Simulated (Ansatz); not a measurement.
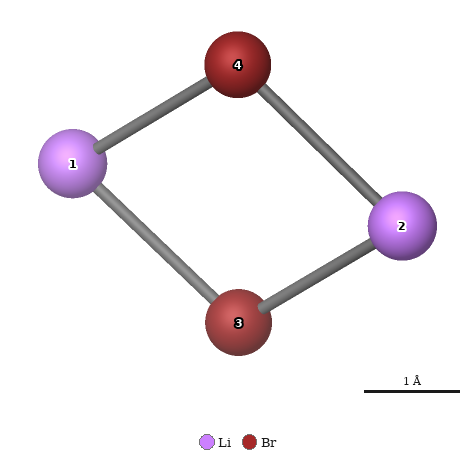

**Figure 1.** The structure as given in the input (ball-and-stick view, seen at a tilt; atoms are numbered from 1 in the order of the input). Sticks mark near contacts. Bond lengths as drawn: Br–Li 2.42 to 2.43 Å.

**Li₂Br₂ (charge +1): geometry relaxation**

The run: geometry relaxation of Li₂Br₂, charge +1, multiplicity 2. Method and program: UKS r2SCAN-D4/def2-TZVP (Ansatz 0.2.0).

The geometry: GFN1-xTB start. Figures and captions count atoms from 1; the log counts them from 0 in places.

**Input**
```yaml
crystal:
  periodic: [false, false, false]
  atoms:
    - {symbol: Li, position_ang: [0.799460, -1.636030, 0.510150]}
    - {symbol: Li, position_ang: [-0.814020, 1.626250, -0.522710]}
    - {symbol: Br, position_ang: [-1.109170, -0.231940, 0.996090]}
    - {symbol: Br, position_ang: [1.123730, 0.241720, -0.983530]}
basis:
  gaussian: {orbitals: def2-TZVP}
total_charge: 1
magnetization: {spin_polarized: true, initial_magnetization: 1}
hamiltonian: {xc: r2scan, dispersion: d4}
scf: {lower_state_search: "off"}
output: {orbitals: {seedname: orbitals}}
relax: {f_tol: 0.02, max_steps: 100}
```

Run as:
```bash
ansatz run in.yaml --threads 4 --pin off --events-out ev --progress --plain --max-ram 3916MiB
```

**What the program printed**
```
Functional definition: r2SCAN
  name "r2SCAN"
  cite "Furness, Kaplan, Ning, Perdew & Sun, J. Phys. Chem. Lett. 11, 8208 (2020) doi:10.1021/acs.jpclett.0c02405"
  cite "Furness, Kaplan, Ning, Perdew & Sun, J. Phys. Chem. Lett. 11, 9248 (2020) doi:10.1021/acs.jpclett.0c03077"
  parent r2scan
  parameter k0 = 0.174
  parameter k1 = 0.065
  parameter a1 = 4.9479
  exchange = r2scan_x(k0 = k0, k1 = k1, a1 = a1)
  correlation = r2scan_c
these checks for a lower state are left out or cut short: stability, starts, cluster_reference, orbital_swaps, neighbouring_geometries, increment
1010 factors; their error is unknown
mean field evaluation 1: about -140495.5679 eV, gradient 2.2e1 eV
mean field evaluation 2: about -140496.0781 eV, gradient 2.5e1 eV
mean field evaluation 4: about -140498.3507 eV, gradient 6.5e-1 eV
mean field evaluation 8: about -140498.3479 eV, gradient 4.8e-2 eV
mean field evaluation 16: about -140498.3036 eV, gradient 1.3e-5 eV
mean field -140498.30357337 eV, -5163.2174231507 hartree, gradient 6.6e-6 eV, S^2 0.754134; 0 other end points of the search recorded, 0 dependent functions left out
the calculation of the forces begins
reference -140498.30359000 eV, -5163.2174237619 hartree; 38, 37 occupied and 86, 87 virtual orbitals, 1010 factors
relax step   1: F+E_penalty+E_count = -140498.31964894 eV  Δ(F+E_penalty+E_count) = +0.000e0 eV  max|allowed force component| = 2.785e-1 eV/Å  Δτ_max = 0.0000 Å  (14 SCF iters, accepted)
these checks for a lower state are left out or cut short: stability, starts, cluster_reference, orbital_swaps, neighbouring_geometries, increment
1010 factors; their error is unknown
mean field -140498.25806466 eV, -5163.2157507366 hartree, gradient 1.7e-6 eV, S^2 0.753906; 0 other end points of the search recorded, 0 dependent functions left out
[... from here on the field's lines of each further geometry are left out, up to the last ...]
relax step   2: F+E_penalty+E_count = -140498.27418945 eV  Δ(F+E_penalty+E_count) = +4.546e-2 eV  max|allowed force component| = 6.852e-1 eV/Å  Δτ_max = 0.1685 Å  (19 SCF iters, rejected (line search))
relax step   3: F+E_penalty+E_count = -140498.35415118 eV  Δ(F+E_penalty+E_count) = -3.450e-2 eV  max|allowed force component| = 7.870e-2 eV/Å  Δτ_max = 0.0824 Å  (21 SCF iters, accepted)
relax step   4: F+E_penalty+E_count = -140498.35663920 eV  Δ(F+E_penalty+E_count) = -2.488e-3 eV  max|allowed force component| = 2.877e-2 eV/Å  Δτ_max = 0.0424 Å  (21 SCF iters, accepted)
relax step   5: F+E_penalty+E_count = -140498.35700840 eV  Δ(F+E_penalty+E_count) = -3.692e-4 eV  max|allowed force component| = 5.436e-3 eV/Å  Δτ_max = 0.0101 Å  (22 SCF iters, accepted)
relax step   6: F+E_penalty+E_count = -140498.35701695 eV  Δ(F+E_penalty+E_count) = -8.545e-6 eV  max|allowed force component| = 1.178e-3 eV/Å  Δτ_max = 0.0011 Å  (13 SCF iters, accepted)
relax step   7: F+E_penalty+E_count = -140498.35702721 eV  Δ(F+E_penalty+E_count) = -1.026e-5 eV  max|allowed force component| = 2.288e-3 eV/Å  Δτ_max = 0.0020 Å  (14 SCF iters, accepted)
relax step   8: F+E_penalty+E_count = -140498.35703992 eV  Δ(F+E_penalty+E_count) = -1.271e-5 eV  max|allowed force component| = 2.588e-3 eV/Å  Δτ_max = 0.0021 Å  (14 SCF iters, accepted)
relax step   9: F+E_penalty+E_count = -140498.35721977 eV  Δ(F+E_penalty+E_count) = -1.799e-4 eV  max|allowed force component| = 4.183e-3 eV/Å  Δτ_max = 0.0191 Å  (21 SCF iters, accepted)
relax step  10: F+E_penalty+E_count = -140498.35790791 eV  Δ(F+E_penalty+E_count) = -6.881e-4 eV  max|allowed force component| = 1.122e-2 eV/Å  Δτ_max = 0.0397 Å  (21 SCF iters, accepted)
relax step  11: F+E_penalty+E_count = -140498.35813848 eV  Δ(F+E_penalty+E_count) = -2.306e-4 eV  max|allowed force component| = 1.004e-2 eV/Å  Δτ_max = 0.0095 Å  (15 SCF iters, accepted)
the calculation of the forces begins
reference -140498.34415660 eV, -5163.2189145568 hartree; 38, 37 occupied and 86, 87 virtual orbitals, 1010 factors
relax step  12: F+E_penalty+E_count = -140498.36022261 eV  Δ(F+E_penalty+E_count) = -2.084e-3 eV  max|allowed force component| = 9.088e-2 eV/Å  Δτ_max = 0.1964 Å  (21 SCF iters, accepted)
these checks for a lower state are left out or cut short: stability, starts, cluster_reference, orbital_swaps, neighbouring_geometries, increment
1010 factors; their error is unknown
mean field evaluation 96: about -140498.3461 eV, gradient 6.2e-2 eV
mean field -140498.34609732 eV, -5163.2189858770 hartree, gradient 1.3e-6 eV, S^2 0.754098; 0 other end points of the search recorded, 0 dependent functions left out
the calculation of the forces begins
reference -140498.34611570 eV, -5163.2189865527 hartree; 38, 37 occupied and 86, 87 virtual orbitals, 1010 factors
relax step  13: F+E_penalty+E_count = -140498.36219880 eV  Δ(F+E_penalty+E_count) = -1.976e-3 eV  max|allowed force component| = 1.756e-2 eV/Å  Δτ_max = 0.0181 Å  (22 SCF iters, accepted)
```

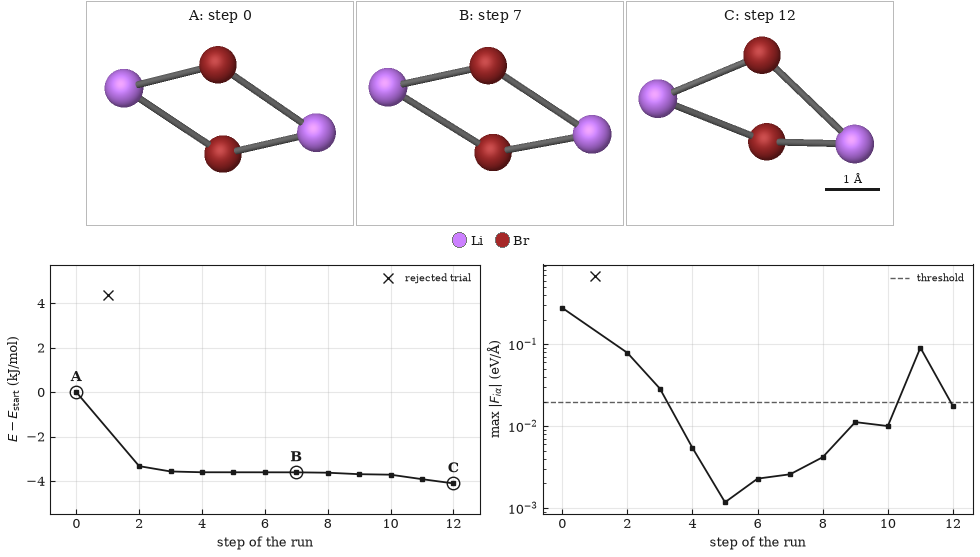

**Figure 2.** Frames of the relaxation (ball-and-stick view, seen at a tilt) above the curves, on which the letters mark them (the first geometry is step 0 here and step 1 in the log).

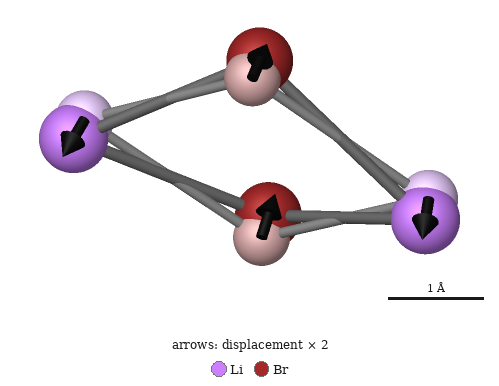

**Figure 3.** Start (faint) and end (solid) with the displacements as black arrows, magnified 2 times (ball-and-stick view, seen at a tilt). The two geometries are laid on each other by the best rigid fit. The largest moves after the best rigid fit, 0.26 Å, are those of Li1, Li2, Br3 and Br4. Largest moves by element: Br 0.26 Å, Li 0.26 Å. Distances before and after: Li1–Br3 2.419 → 2.485 Å, Li2–Br4 2.426 → 2.485 Å. Among the angles that change: Br3–Li1–Br4 77.3° → 72.3°. The energy falls by 4.11 kJ/mol in 12 geometry steps. The largest force component goes from 0.28 to 0.018 eV/Å. The line search rejected the trial step at point 1 (counted from 0) and went back. (Atoms are counted from 1 in the order of the input.)

```
Total energy: -140498.36221719 eV, -5163.2195782712 hartree
Atom 0 at     0.684142    -1.796427     0.339572 Å, force     0.001147     0.000123     0.001654 eV/Å
Atom 1 at    -0.964012     1.538417    -0.717284 Å, force     0.000513     0.001542     0.001172 eV/Å
Atom 2 at    -0.942959    -0.101754     1.149373 Å, force    -0.017558    -0.004467     0.013378 eV/Å
Atom 3 at     1.222830     0.359765    -0.771661 Å, force     0.015898     0.002802    -0.016204 eV/Å
Dipole moment:    -0.360064    -0.331915    -0.485882 e Å
Checks for a lower state left out: stability, starts, cluster_reference, orbital_swaps, neighbouring_geometries, increment
```

**Trajectory as extended XYZ (Å, eV, eV/Å), 13 frames, from step=1 to step=13**
```
4
Properties=species:S:1:pos:R:3:forces:R:3 step=1 energy=-140498.31965
Li    0.7995   -1.6360    0.5101    0.1376  -0.2785   0.0817
Li   -0.8140    1.6262   -0.5227   -0.1277   0.2700  -0.0963
Br   -1.1092   -0.2319    0.9961    0.0235   0.0060  -0.0148
Br    1.1237    0.2417   -0.9835   -0.0334   0.0025   0.0294
4
Properties=species:S:1:pos:R:3:forces:R:3 step=2 energy=-140498.27419 accepted=F
Li    0.8709   -1.7821    0.5544    0.0013  -0.0021  -0.0013
Li   -0.8855    1.7703   -0.5708    0.0025  -0.0007  -0.0032
Br   -1.0056   -0.2094    0.9065   -0.6852  -0.1455   0.6095
Br    1.0202    0.2212   -0.8901    0.6815   0.1483  -0.6050
4
Properties=species:S:1:pos:R:3:forces:R:3 step=3 energy=-140498.35415
Li    0.8344   -1.7075    0.5314    0.0388  -0.0787   0.0220
Li   -0.8483    1.6963   -0.5467   -0.0354   0.0756  -0.0284
Br   -1.0859   -0.2267    0.9769   -0.0016   0.0000   0.0042
Br    1.0998    0.2380   -0.9616   -0.0018   0.0031   0.0021
4
Properties=species:S:1:pos:R:3:forces:R:3 step=4 energy=-140498.35664
Li    0.8513   -1.7455    0.5397   -0.0158   0.0288  -0.0089
Li   -0.8664    1.7306   -0.5620    0.0122  -0.0286   0.0095
Br   -1.0804   -0.2244    0.9765    0.0228   0.0047  -0.0192
Br    1.0955    0.2393   -0.9542   -0.0192  -0.0049   0.0186
4
Properties=species:S:1:pos:R:3:forces:R:3 step=5 energy=-140498.35701
Li    0.8469   -1.7367    0.5375    0.0000  -0.0022  -0.0003
Li   -0.8625    1.7223   -0.5586   -0.0015   0.0010  -0.0013
Br   -1.0784   -0.2242    0.9743   -0.0040  -0.0004   0.0050
Br    1.0940    0.2386   -0.9531    0.0054   0.0016  -0.0034
4
Properties=species:S:1:pos:R:3:forces:R:3 step=6 energy=-140498.35702
Li    0.8466   -1.7370    0.5371   -0.0007  -0.0006  -0.0008
Li   -0.8629    1.7220   -0.5591   -0.0007  -0.0006  -0.0009
Br   -1.0787   -0.2240    0.9753    0.0011   0.0007   0.0005
Br    1.0950    0.2390   -0.9533    0.0003   0.0005   0.0012
4
Properties=species:S:1:pos:R:3:forces:R:3 step=7 energy=-140498.35703
Li    0.8455   -1.7381    0.5357   -0.0011   0.0000  -0.0012
Li   -0.8640    1.7211   -0.5605   -0.0004  -0.0013  -0.0008
Br   -1.0778   -0.2231    0.9768    0.0022   0.0010  -0.0003
Br    1.0962    0.2401   -0.9520   -0.0007   0.0004   0.0023
4
Properties=species:S:1:pos:R:3:forces:R:3 step=8 energy=-140498.35704
Li    0.8444   -1.7390    0.5342   -0.0012   0.0000  -0.0014
Li   -0.8650    1.7200   -0.5620   -0.0004  -0.0015  -0.0009
Br   -1.0767   -0.2221    0.9783    0.0024   0.0011  -0.0003
Br    1.0973    0.2411   -0.9505   -0.0008   0.0004   0.0026
4
Properties=species:S:1:pos:R:3:forces:R:3 step=9 energy=-140498.35722
Li    0.8340   -1.7475    0.5206   -0.0023   0.0003  -0.0028
Li   -0.8747    1.7101   -0.5752   -0.0006  -0.0032  -0.0017
Br   -1.0667   -0.2129    0.9917    0.0036   0.0020   0.0003
Br    1.1073    0.2503   -0.9371   -0.0007   0.0010   0.0042
4
Properties=species:S:1:pos:R:3:forces:R:3 step=10 energy=-140498.35791
Li    0.8123   -1.7648    0.4921   -0.0066   0.0064  -0.0066
Li   -0.8946    1.6892   -0.6025    0.0020  -0.0112  -0.0009
Br   -1.0457   -0.1937    1.0194    0.0068   0.0034  -0.0003
Br    1.1279    0.2693   -0.9090   -0.0022   0.0014   0.0078
4
Properties=species:S:1:pos:R:3:forces:R:3 step=11 energy=-140498.35814
Li    0.8062   -1.7654    0.4849   -0.0045   0.0005  -0.0054
Li   -0.8973    1.6816   -0.6074   -0.0012  -0.0062  -0.0033
Br   -1.0419   -0.1898    1.0261    0.0093   0.0043  -0.0013
Br    1.1330    0.2736   -0.9036   -0.0036   0.0015   0.0100
4
Properties=species:S:1:pos:R:3:forces:R:3 step=12 energy=-140498.36022
Li    0.6834   -1.8033    0.3364   -0.0127   0.0508   0.0006
Li   -0.9688    1.5398   -0.7228    0.0296  -0.0338   0.0270
Br   -0.9522   -0.1013    1.1649    0.0739   0.0085  -0.0873
Br    1.2376    0.3647   -0.7785   -0.0909  -0.0255   0.0597
4
Properties=species:S:1:pos:R:3:forces:R:3 step=13 energy=-140498.36220
Li    0.6841   -1.7964    0.3396    0.0011   0.0001   0.0017
Li   -0.9640    1.5384   -0.7173    0.0005   0.0015   0.0012
Br   -0.9430   -0.1018    1.1494   -0.0176  -0.0045   0.0134
Br    1.2228    0.3598   -0.7717    0.0159   0.0028  -0.0162
```

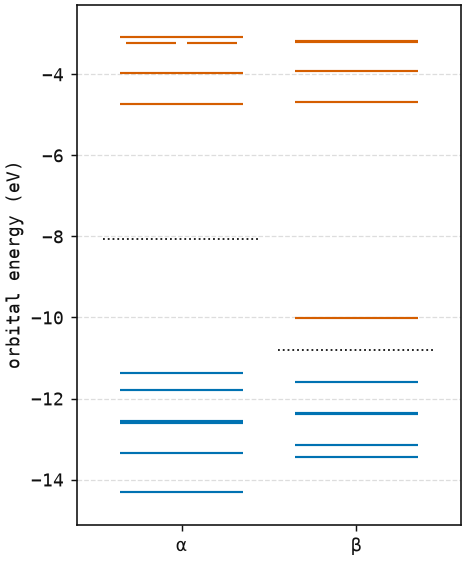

**Figure 4.** Orbital energies near the frontier for α and β spins; the dotted line parts filled from empty levels, and levels within 0.02 eV of each other stand side by side. α: highest filled −11.36 eV, lowest empty −4.74 eV, 6.62 eV apart; β: highest filled −11.58 eV, lowest empty −10.01 eV, 1.57 eV apart.

**Key numbers**

```json
{"quantity": "outcome", "value": "converged"}
{"quantity": "total energy", "value": "−140498.3622 eV"}
{"quantity": "mean-field energy", "value": "−140498.3461 eV"}
{"quantity": "dispersion energy", "value": "−0.0161 eV"}
{"quantity": "⟨S²⟩", "value": "0.754"}
{"quantity": "HOMO (either spin)", "value": "−11.36 eV"}
{"quantity": "LUMO (either spin)", "value": "−10.01 eV"}
{"quantity": "largest force (length of the vector) at the end", "value": "0.023 eV/Å"}
{"quantity": "hardware", "value": "4 threads of Arm Neoverse V1, 23 GiB of memory available, shared host"}
{"quantity": "wall time", "value": "41 s (CPU time 2.5 min)"}
{"quantity": "peak memory", "value": "0.19 GiB"}
```
